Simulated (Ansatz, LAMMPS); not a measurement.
# Which site? a vacancy of Al in glassy 40SiO2-28Al2O3-16Li2O-16SrO (mol %) (85 atoms), part 2 of 3

Aim: make a vacancy of Al at several sites of glassy 40SiO2-28Al2O3-16Li2O-16SrO (mol %) (85 atoms), relax each, and compare their energies.

Ansatz 0.2.0; Kohn-Sham DFT, PBEsol, PAW (set soft_2), plane waves.

The cell: 10 Si, 14 Al, 8 Li, 4 Sr and 49 O. The quench rate of 6 K/ps is orders of magnitude faster than experiment. The network of bonds at the start is that of the classical potential that made the cell. The Brillouin zone is sampled at Γ only, in a cell whose shortest periodic width is 10 Å.

So far. Step 2 (Single point at the start): The r.m.s. force at the start is 0.73 eV/Å. Step 3 (Relaxation): The relaxation converged after 10 steps, 3.36 eV below its start, with a largest force component of 0.027 eV/Å.

## (4) Single point at the relaxed geometry

One more single point at the end of the walk gives the fuller output and checks the residual forces.

input.yaml reads:

```yaml
crystal:
  lattice:
    - [10.1517, 0.0, 0.0]
    - [0.0, 10.1517, 0.0]
    - [0.0, 0.0, 10.1517]
  atoms:
    - { symbol: Si, position: [0.60407, 0.45334, 0.51736] }
    - { symbol: Si, position: [0.16732, 5.0e-05, 0.89193] }
    - { symbol: Si, position: [0.78851, 0.17535, 0.76793] }
    - { symbol: Si, position: [0.50892, 0.11382, 0.27836] }
    - { symbol: Si, position: [0.58149, 0.65359, 0.30861] }
    - { symbol: Si, position: [0.60454, 0.3347, 0.93551] }
    [... 73 atom lines left out ...]
    - { symbol: O, position: [0.02351, 0.46482, 0.82118] }
    - { symbol: O, position: [0.66901, 0.30025, 0.07742] }
    - { symbol: O, position: [0.43144, 0.02049, 0.38674] }
    - { symbol: O, position: [0.94294, 0.20978, 0.74465] }
    - { symbol: O, position: [0.75545, 0.39719, 0.50719] }
    - { symbol: O, position: [0.90047, 0.10935, 0.15087] }
kpoints:
  mp_grid: { grid: [1, 1, 1] }
hamiltonian:
  xc: pbesol
scf:
  occupations: { method: fermi_dirac, width: 0.025 }
output:
  forces: true
  stress: true
  populations: true
  dos:
    method: { smearing: { sigma: 0.08 } }
    de: 0.1
    projected: { site_lists: { Al: [Al], Li: [Li], O: [O], Si: [Si], Sr: [Sr] } }
  eigenvalues: true
  write_density: true
  write_potential: true
  volumetric_format: npy
  elf: true
```

The run is started by

```bash
> ansatz run input.yaml --threads 4 --pin off --max-ram 8192MiB --backend cpu --events-out ev --progress --plain --runs-dir out
```

Numbers of over 12 decimals in the logs are rounded to 6 here.

The log of the run:

```text
[...]
Crystal: 85 atoms, lattice volume = 1046.204 Å³
Basis set: ecut = 420 eV, 20341 PW (Γ), exchange–correlation on 144×144×144 points (8 copies of the dense FFT grid, shifted against one another)
Bands: 305, of which v1, the nominal top of the filled ones, is band 220 counted from 1 (219 counted from 0)
Symmetry: 1 space group operations
[...]
k-points: 1
[...]
SCF iter   1: F=—  HF=-56746.684281 eV  |F-HF|=—  |Δ(HF+E_count)|=         —  Δρ=1.20e-2  dr2=1.21e0  ethr=1.77e-3  ⟨swp⟩=7.0  Hψ=1544  notcnv=0  defer=41
[...]
SCF iter  10: F=-56746.341301 eV  HF=-56746.341301 eV  |F-HF|=1.25e-8  |Δ(HF+E_count)|=   1.38e-8  Δρ=9.21e-7  dr2=1.07e-8  ethr=2.27e-11  ⟨swp⟩=9.0  Hψ=1887  notcnv=0
SCF 1 converged in 10 iterations: F = -56746.341301 eV  dr2 = 1.07e-8
[...]
SCF converged after 10 iterations
Free energy (F): -56746.341301 eV
[...]
Internal energy: -56746.341301 eV  (E = F + TS)
E sigma→0 (E₀):  -56746.341301 eV
Fermi energy:    6.003201 eV
[...]
--- Forces (eV/Å), atoms counted from 1 ---
  atom   1  Si     0.01700109     0.00525712    -0.01301698
  atom   2  Si     0.00633563     0.01741470     0.01095399
  atom   3  Si    -0.02418430    -0.00188325     0.00679780
  atom   4  Si    -0.00518957     0.00122246    -0.00045590
  atom   5  Si     0.01270208    -0.02012596     0.00077276
  atom   6  Si     0.00545244    -0.00868109     0.00909904
  atom   7  Si    -0.00861466     0.01156597    -0.01078273
  atom   8  Si    -0.02335600    -0.00065939    -0.02488272
  atom   9  Si    -0.00463510     0.02107041    -0.00190102
  atom  10  Si     0.00180397     0.00553039     0.00995750
  atom  11  Al    -0.00500196    -0.00800258    -0.01648558
  atom  12  Al    -0.00006789    -0.00532832    -0.00602712
  atom  13  Al     0.00153400    -0.02337828     0.00856182
  atom  14  Al    -0.01248581    -0.00076828     0.00564805
[...]
atom  84  O     -0.00976005    -0.02302803     0.00627638
  atom  85  O     -0.00528788     0.01332718    -0.00112346
  max |Σ_I F_I| component: 1.88e-5 eV/Å
--- Stress (GPa, compression-positive) ---
       -1.043270       1.530402      -1.058221
        1.530397      -1.680559      -0.762746
       -1.058219      -0.762748      -0.614542
  P = ⅓ Tr σ = -1.1128 GPa (-11.128 kbar)
--- Band table (eV) ---
[...]
--- Löwdin populations: 85 sites ---
  site symbol       q [e]
     0     Si      2.3719
     1     Si      2.3373
     2     Si      2.3909
[...]
84      O      6.9201
  spilling = 0.011383 (of n_electrons = 440.000000)
```

It took 13 s on 4 threads of Arm Neoverse V2, shared host; peak memory 1.3 GiB; 50 s of CPU time.

The run gave:

* free energy: -56746.3413 eV
* free energy per atom: -667.6040 eV/atom
* SCF cycles: 10
* pressure: -1.113 GPa
* r.m.s. force component: 0.00895 eV/Å
* longest force: 0.03503 eV/Å
* Fermi energy: 6.003 eV
* gap (highest filled to lowest empty level): 3.82 eV
* spilling of the projection: 0.01138

Löwdin charges by element (they lack the spilled electrons, 0.059 e an atom on average):

```tsv
element	coordination	atoms	mean charge (e)	spread	least	most
Al	all	14	1.26	0.0295	1.19	1.30
Li	all	8	0.814	0.0114	0.798	0.837
O	all	49	-0.876	0.061	-1.02	-0.765
Si	all	10	1.64	0.0326	1.59	1.69
Sr	all	4	1.85	0.01	1.84	1.87
```

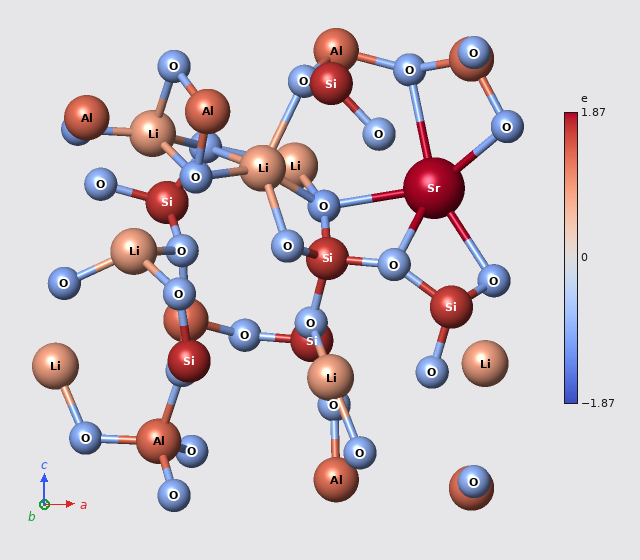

Atoms coloured by Löwdin charge. Drawn is a slice 4 Å thick, seen along the normal of the ac plane. Bonds to atoms that aren't drawn are left out.

States in the cell by windows of 1 eV, zero at the Fermi level; the larger projections on atomic orbitals stand beside the total:

```tsv
from (eV)	to (eV)	total	O p	Al p
-14	-11	0.0	0.0	0.0
-11	-10	1.0	0.7	0.0
-10	-9	11.1	7.5	0.2
-9	-8	10.5	7.5	0.3
-8	-7	25.1	19.0	1.0
-7	-6	30.1	23.5	1.9
-6	-5	47.1	38.9	3.0
-5	-4	54.0	48.2	1.9
-4	-3	66.9	62.9	1.0
-3	-2	44.1	42.3	0.4
-2	-1	4.1	3.9	0.0
-1	1	0.0	0.0	0.0
1	2	1.8	0.0	0.1
2	3	0.2	0.0	0.0
3	4	7.5	0.9	1.3
4	5	21.8	2.1	5.0
```

The curve was stored every 0.100 eV, coarse against its broadening of 0.08 eV, so these counts are rough.

Between -26 and -14 eV lie 122 more states.

The stored curve holds about 416 of the 440 electrons; the rest, give or take the few that broadening carries across the Fermi level, lie in deeper levels below its range.

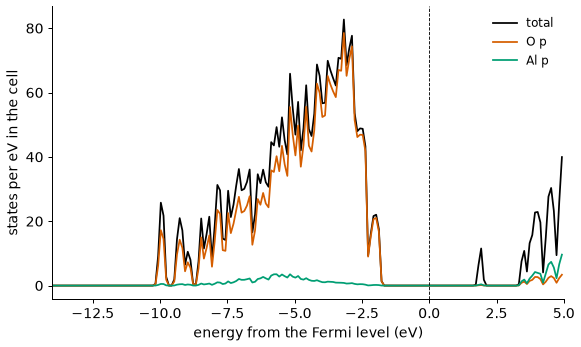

Total and projected density of states, with the broadening of the input.

The levels nearest the highest filled one (over half full), pooled over k-points and spins:

```tsv
level less the highest filled one (eV)	occupation
-0.477	2
-0.446	2
-0.218	2
-0.171	2
-0.0173	2
0	2
3.82	0
5.41	0
5.65	0
5.80	0
5.87	0
5.98	0
```

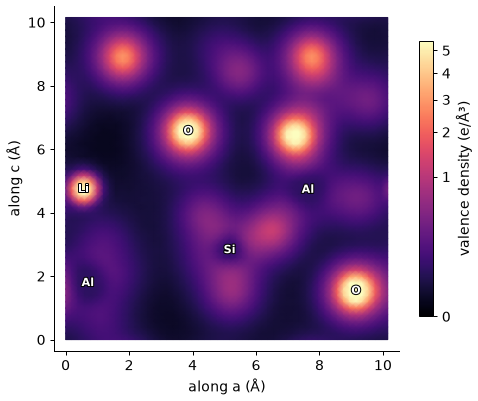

Valence density in the ac plane at fractional y = 0.114, with atoms of Si and Al and Li and O within 0.2 Å of it. It is the smooth field of the valence electrons, not physical close to the nuclei. The colour scale is stretched toward low values.

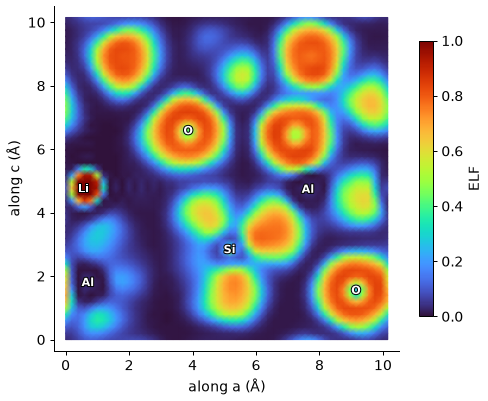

ELF in the ac plane at fractional y = 0.114, with atoms of Si and Al and Li and O within 0.2 Å of it. It is the smooth field of the valence electrons, not physical close to the nuclei.

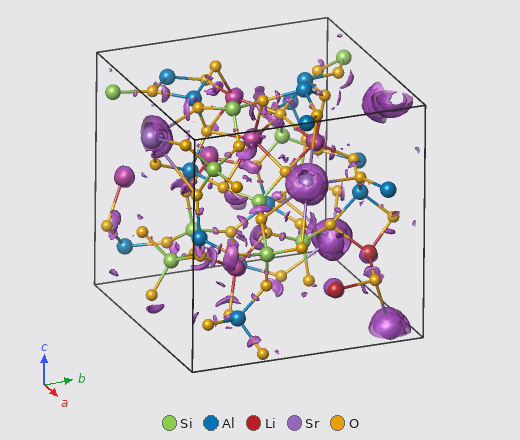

Surface of ELF = 0.85.

The highest filled and lowest empty levels differ by 3.82 eV (at Γ alone); a semilocal functional tends to put such gaps too low. In a disordered cell it changes from sample to sample, and tail or defect levels can set it. Mean Löwdin charges: Al +1.26, Li +0.81, O -0.88, Si +1.64, Sr +1.85 e (they miss 1.1 % of the electrons, so they add up to more than the cell's charge).

## (5) Vacancy of Al, site Al21

The site has 4 bonded neighbours (O4) at 1.78 Å on average, by cutoffs that count no bonds between two metal atoms or like ions. The change is made in the relaxed cell and the atoms are relaxed again, with spin allowed.

input.yaml reads:

```yaml
crystal:
  lattice:
    - [10.1517, 0.0, 0.0]
    - [0.0, 10.1517, 0.0]
    - [0.0, 0.0, 10.1517]
  atoms:
    [... atom lines 1 to 17 left out ...]
    - { symbol: Al, position: [0.41836, 0.95943, 0.54886] }
    - { symbol: Al, position: [0.35846, 0.25748, 0.58806] }
    - { symbol: Al, position: [0.83264, 0.26634, 0.12925] }
    - { symbol: Al, position: [0.28641, 0.62213, 0.36161] }
    - { symbol: Al, position: [0.63668, 0.62907, 0.98637] }
    - { symbol: Al, position: [0.03255, 0.29316, 0.86303] }
    - { symbol: Li, position: [0.76929, 0.85915, 0.29854] }
    [... atom lines 25 to 84 left out ...]
magnetization:
  spin_polarized: true
kpoints:
  mp_grid: { grid: [1, 1, 1] }
hamiltonian:
  xc: pbesol
scf:
  occupations: { method: fermi_dirac, width: 0.025 }
  lower_state_search: "off"
output:
  forces: true
  eigenvalues: true
relax:
  f_tol: 0.05
  max_steps: 90
```

The log of the run:

```text
[...]
Crystal: 84 atoms, lattice volume = 1046.204 Å³
Basis set: ecut = 420 eV, 20341 PW (Γ), exchange–correlation on 144×144×144 points (8 copies of the dense FFT grid, shifted against one another)
Bands: 304, of which v1, the nominal top of the filled ones, is band 219 counted from 1 (218 counted from 0)
Symmetry: 1 space group operations
[...]
k-points: 1
[...]
Starting moments: Σ|m| = 2.4 μB on 4 of 84 sites
[...]
SCF iter   1: F=—  HF=-56247.722728 eV  |F-HF|=—  |Δ(HF+E_count)|=         —  Δρ=5.24e-2 (↑4.53e-2 ↓5.24e-2)  dr2=1.32e2  dr2_m=1.93e0  M=2.872 μB ∫|m|=3.123 μB  β_m=0.30  ethr=3.10e-3  ⟨swp⟩=8.0  Hψ=3210  notcnv=0  defer=56
[...]
spin=Collinear: Resta preconditioning applied to the charge; magnetization (m = ρ↑ − ρ↓) channel mixes plain (no charge-response kernel on spin).
SCF iter   2: F=—  HF=-56223.120728 eV  |F-HF|=—  |Δ(HF+E_count)|=    2.46e1  Δρ=3.95e-2 (↑2.56e-2 ↓3.95e-2)  dr2=5.83e1  dr2_m=1.50e0  M=2.754 μB ∫|m|=2.943 μB  β_m=0.30  ethr=3.10e-3  ⟨swp⟩=3.0  Hψ=1118  notcnv=0  defer=156
[...]
spin=Collinear: Kerker preconditioning applied to the charge; magnetization (m = ρ↑ − ρ↓) channel mixes plain (no charge-response kernel on spin).
SCF iter   3: F=—  HF=-56217.568063 eV  |F-HF|=—  |Δ(HF+E_count)|=    5.55e0  Δρ=2.91e-2 (↑1.87e-2 ↓2.91e-2)  dr2=3.71e1  dr2_m=1.17e0  M=2.965 μB ∫|m|=3.186 μB  β_m=0.30  ethr=3.10e-3  ⟨swp⟩=2.5  Hψ=888  notcnv=0  defer=158
SCF iter   4: F=—  HF=-56210.859186 eV  |F-HF|=—  |Δ(HF+E_count)|=    6.71e0  Δρ=1.51e-2 (↑1.23e-2 ↓1.51e-2)  dr2=9.88e0  dr2_m=2.57e-1  M=2.999 μB ∫|m|=3.161 μB  β_m=0.30  ethr=3.10e-3  ⟨swp⟩=3.5  Hψ=963  notcnv=0  defer=157
[...]
SCF iter  16: F=—  HF=-56208.217634 eV  |F-HF|=—  |Δ(HF+E_count)|=   1.66e-4  Δρ=9.56e-4 (↑3.79e-4 ↓9.56e-4)  dr2=1.85e-2  dr2_m=2.30e-3  M=3.000 μB ∫|m|=3.167 μB  β_m=0.30  ethr=6.07e-6  ⟨swp⟩=2.0  Hψ=630  notcnv=0  defer=156
[...]
spin-set hold released at iteration 16 (site moments' squared step at or under half its running peak, from the soft ceiling on): the magnetisation degrees of freedom join the quasi-Newton model from the next iteration; the mixer history was flushed
SCF iter  17: F=—  HF=-56208.218767 eV  |F-HF|=—  |Δ(HF+E_count)|=   1.13e-3  Δρ=1.37e-3 (↑2.80e-4 ↓1.37e-3)  dr2=3.91e-2  dr2_m=4.36e-3  M=3.000 μB ∫|m|=3.166 μB  β_m=0.19  ethr=4.23e-6  ⟨swp⟩=3.5  Hψ=915  notcnv=0  defer=155
[...]
SCF iter  19: F=—  HF=-56208.217708 eV  |F-HF|=—  |Δ(HF+E_count)|=   3.14e-4  Δρ=4.40e-4 (↑1.70e-4 ↓4.40e-4)  dr2=3.07e-3  dr2_m=6.71e-4  M=3.000 μB ∫|m|=3.167 μB  β_m=0.24  ethr=9.52e-7  ⟨swp⟩=2.0  Hψ=620  notcnv=0  defer=155
[...]
SCF iter  23: F=-56208.218134 eV  HF=-56208.218147 eV  |F-HF|=1.36e-5  |Δ(HF+E_count)|=   2.85e-5  Δρ=5.80e-5 (↑2.39e-5 ↓5.80e-5)  dr2=3.72e-5  dr2_m=1.15e-5  M=3.000 μB ∫|m|=3.168 μB  β_m=0.64  ethr=1.43e-8  ⟨swp⟩=14.5  Hψ=4125  notcnv=0
SCF iter  24: F=-56208.218137 eV  HF=-56208.218155 eV  |F-HF|=1.83e-5  |Δ(HF+E_count)|=   7.65e-6  Δρ=3.86e-5 (↑9.20e-6 ↓3.86e-5)  dr2=2.52e-5  dr2_m=3.63e-6  M=3.000 μB ∫|m|=3.168 μB  ethr=8.51e-9  ⟨swp⟩=2.5  Hψ=1823  notcnv=0
SCF 1 converged in 24 iterations: F = -56208.218137 eV  dr2 = 2.52e-5
[...]
relax step   1: F+E_penalty+E_count = -56208.21813655 eV  Δ(F+E_penalty+E_count) = +0.000e0 eV  max|allowed force component| = 1.110e0 eV/Å  Δτ_max = 0.0000 Å  (24 SCF iters, dr2 threshold 6.25e-5 eV, accepted)
[... from here on, the SCF cycles and remarks between the steps are left out ...]
relax step   2: F+E_penalty+E_count = -56208.68639444 eV  Δ(F+E_penalty+E_count) = -4.683e-1 eV  max|allowed force component| = 8.089e-1 eV/Å  Δτ_max = 0.1949 Å  (13 SCF iters, dr2 threshold 7.69e-5 eV, accepted)
relax step   3: F+E_penalty+E_count = -56209.06891292 eV  Δ(F+E_penalty+E_count) = -3.825e-1 eV  max|allowed force component| = 3.972e-1 eV/Å  Δτ_max = 0.1952 Å  (15 SCF iters, dr2 threshold 4.09e-5 eV, accepted)
relax step   4: F+E_penalty+E_count = -56209.30871966 eV  Δ(F+E_penalty+E_count) = -2.398e-1 eV  max|allowed force component| = 3.335e-1 eV/Å  Δτ_max = 0.1943 Å  (15 SCF iters, dr2 threshold 3.81e-5 eV, accepted)
relax step   5: F+E_penalty+E_count = -56209.49683169 eV  Δ(F+E_penalty+E_count) = -1.881e-1 eV  max|allowed force component| = 3.277e-1 eV/Å  Δτ_max = 0.1953 Å  (13 SCF iters, dr2 threshold 2.68e-5 eV, accepted)
relax step   6: F+E_penalty+E_count = -56209.66503598 eV  Δ(F+E_penalty+E_count) = -1.682e-1 eV  max|allowed force component| = 3.320e-1 eV/Å  Δτ_max = 0.1958 Å  (11 SCF iters, dr2 threshold 7.57e-5 eV, accepted)
relax step   7: F+E_penalty+E_count = -56209.81579835 eV  Δ(F+E_penalty+E_count) = -1.508e-1 eV  max|allowed force component| = 2.791e-1 eV/Å  Δτ_max = 0.1960 Å  (11 SCF iters, dr2 threshold 1.00e-4 eV, accepted)
relax step   8: F+E_penalty+E_count = -56209.94656754 eV  Δ(F+E_penalty+E_count) = -1.308e-1 eV  max|allowed force component| = 3.366e-1 eV/Å  Δτ_max = 0.1956 Å  (10 SCF iters, dr2 threshold 5.51e-5 eV, accepted)
relax step   9: F+E_penalty+E_count = -56210.06394463 eV  Δ(F+E_penalty+E_count) = -1.174e-1 eV  max|allowed force component| = 4.152e-1 eV/Å  Δτ_max = 0.1960 Å  (10 SCF iters, dr2 threshold 8.01e-5 eV, accepted)
relax step  10: F+E_penalty+E_count = -56210.17975706 eV  Δ(F+E_penalty+E_count) = -1.158e-1 eV  max|allowed force component| = 4.281e-1 eV/Å  Δτ_max = 0.1959 Å  (11 SCF iters, dr2 threshold 1.00e-4 eV, accepted)
relax step  11: F+E_penalty+E_count = -56210.28506986 eV  Δ(F+E_penalty+E_count) = -1.053e-1 eV  max|allowed force component| = 3.290e-1 eV/Å  Δτ_max = 0.1954 Å  (11 SCF iters, dr2 threshold 1.00e-4 eV, accepted)
relax step  12: F+E_penalty+E_count = -56210.35778622 eV  Δ(F+E_penalty+E_count) = -7.272e-2 eV  max|allowed force component| = 1.757e-1 eV/Å  Δτ_max = 0.2000 Å  (13 SCF iters, dr2 threshold 6.39e-5 eV, accepted)
relax step  13: F+E_penalty+E_count = -56210.36940193 eV  Δ(F+E_penalty+E_count) = -1.162e-2 eV  max|allowed force component| = 2.870e-1 eV/Å  Δτ_max = 0.1104 Å  (13 SCF iters, dr2 threshold 8.80e-6 eV, accepted)
relax step  14: F+E_penalty+E_count = -56210.38937948 eV  Δ(F+E_penalty+E_count) = -1.998e-2 eV  max|allowed force component| = 9.537e-2 eV/Å  Δτ_max = 0.0459 Å  (11 SCF iters, dr2 threshold 2.35e-5 eV, accepted)
relax step  15: F+E_penalty+E_count = -56210.33396023 eV  Δ(F+E_penalty+E_count) = +5.542e-2 eV  max|allowed force component| = 3.208e-1 eV/Å  Δτ_max = 0.2000 Å  (17 SCF iters, rejected (line search))
relax step  16: F+E_penalty+E_count = -56210.41063860 eV  Δ(F+E_penalty+E_count) = -2.126e-2 eV  max|allowed force component| = 9.005e-2 eV/Å  Δτ_max = 0.0795 Å  (17 SCF iters, accepted)
relax step  17: F+E_penalty+E_count = -56210.41490448 eV  Δ(F+E_penalty+E_count) = -4.266e-3 eV  max|allowed force component| = 7.575e-2 eV/Å  Δτ_max = 0.0276 Å  (14 SCF iters, accepted)
relax step  18: F+E_penalty+E_count = -56210.41884232 eV  Δ(F+E_penalty+E_count) = -3.938e-3 eV  max|allowed force component| = 6.889e-2 eV/Å  Δτ_max = 0.0252 Å  (10 SCF iters, dr2 threshold 4.06e-6 eV, accepted)
relax step  19: F+E_penalty+E_count = -56210.42196427 eV  Δ(F+E_penalty+E_count) = -3.122e-3 eV  max|allowed force component| = 5.571e-2 eV/Å  Δτ_max = 0.0256 Å  (10 SCF iters, dr2 threshold 3.36e-6 eV, accepted)
relax step  20: F+E_penalty+E_count = -56210.42442967 eV  Δ(F+E_penalty+E_count) = -2.465e-3 eV  max|allowed force component| = 5.239e-2 eV/Å  Δτ_max = 0.0259 Å  (13 SCF iters, accepted)
relax step  21: F+E_penalty+E_count = -56210.42699474 eV  Δ(F+E_penalty+E_count) = -2.565e-3 eV  max|allowed force component| = 4.687e-2 eV/Å  Δτ_max = 0.0431 Å  (13 SCF iters, accepted)
SCF converged after 13 iterations
Magnetization: 2.9980 μB (219.9990 up, 217.0010 down)
Absolute magnetization: 3.1962 μB (∫|ρ↑−ρ↓|, with the PAW one-centre terms)
[...]
Per-site moments (μB) at R_I (Å): [(-0.000103685, 0.657380), (-1.978970330217677e-5, 0.668053), (-0.00116964, 0.665454), (-0.000315022, 0.659417), (-0.000496764, [...]
Free energy (F): -56210.426995 eV
[...]
Internal energy: -56210.411189 eV  (E = F + TS)
E sigma→0 (E₀):  -56210.419092 eV
Entropy (-TS):   -0.015805 eV (-0.188 meV/atom)
Fermi energy:    3.853883 eV
[...]
Σ components = -56210.426995   (vs F -56210.426995, Δ=0.00e0)
--- Forces (eV/Å), atoms counted from 1 ---
  atom   1  Si     0.03556414    -0.00808648    -0.01311018
  atom   2  Si     0.00327474     0.01618276    -0.02088767
  atom   3  Si    -0.01444741     0.02355567    -0.03259483
  atom   4  Si    -0.00205673     0.00729248     0.04687480
[...]
atom  84  O      0.02296950    -0.01391481     0.00290601
  max |Σ_I F_I| component: 7.11e-5 eV/Å
--- Band table (eV) ---
[...]
--- Relaxed structure (21 steps of the walk, 20 accepted, 0 SCFs on fresh bases) ---
  F+E_penalty+E_count = -56210.42699474 eV   max|allowed force component| = 4.687e-2 eV/Å
  atoms:
    - { symbol: Si, position: [0.602054, 0.453250, 0.521521] }
    - { symbol: Si, position: [0.170757, -0.000798276, 0.895810] }
    - { symbol: Si, position: [0.796659, 0.179474, 0.781946] }
    - { symbol: Si, position: [0.502010, 0.109787, 0.277972] }
[...]
- { symbol: O, position: [0.905207, 0.108988, 0.148983] }
```

Wall time 7 min (4 threads); peak memory 2.2 GiB.

The relaxation converged after 21 steps, 2.21 eV below its start, with a largest force component of 0.047 eV/Å.

The surroundings of the place of the removed atom, after relaxation: 10 atoms, nearest first, with positions taken from that point. Atoms keep their numbers of the cell before the removal, where the removed atom was number 21.

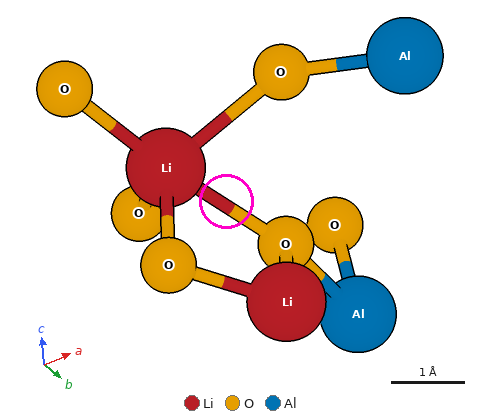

The atoms of the table, within 3.2 Å (arrows a, b, c point along x, y, z); some may hide others. A ring marks the centre wherever it is empty.

```tsv
atom	x	y	z	distance (Å)	bonds	moment (μB)
Li26	-0.45	-0.81	0.32	0.98	5	0.00
O64	0.32	0.99	-0.31	1.09	3	0.78
O38	-1.68	0.51	0.73	1.90	3	0.49
O57	1.27	-0.44	1.39	1.94	3	0.48
Li25	0.78	0.09	-1.89	2.05	3	0.00
O78	-0.26	-1.28	-1.58	2.05	3	0.13
Al13	0.35	2.78	-0.56	2.86	4	0.00
O77	-0.86	-2.73	0.79	2.97	4	0.01
O43	-0.02	2.98	1.14	3.19	3	0.17
Al11	2.97	0.03	1.24	3.21	4	0.00
```

The column of bonds counts only the pairs O-Al within 2.23 Å, O-Si within 2.08 Å, O-Li within 2.43 Å, O-Sr within 3.05 Å; other neighbours, such as metal atoms beside each other in a compound, aren't counted, and periodic images can show an atom twice.

The largest move is 1.91 Å, by Li26.

## (6) Vacancy of Al, site Al18

The site has 4 bonded neighbours (O4) at 1.77 Å on average. 

Input and log are left out; they have the form of those shown for this kind of step.

Elapsed: 12 min, on 4 threads of Arm Neoverse V2, shared host; peak memory 2.2 GiB; 46 min of CPU time.

The relaxation converged after 35 steps, 1.60 eV below its start, with a largest force component of 0.022 eV/Å.

## (7) Vacancy of Al, site Al20

The site has 4 bonded neighbours (O4) at 1.77 Å on average. 

Input and log are left out; they have the form of those shown for this kind of step.

Run time: 5.9 min. Hardware: 4 threads of Arm Neoverse V2, shared host; peak memory 2.1 GiB.

The relaxation converged after 14 steps, 1.69 eV below its start, with a largest force component of 0.045 eV/Å.

[end of part 2 of 3]

[Logs are printed without paths, hosts, clocks, repeated set-up lines and the standing remarks that a program may print on its own settings, such as how far it seeks lower states.]

[Hosts, paths, dates, database ids (printed as entryN), source tags and the programs' standing remarks are cut or masked in the printed files.]
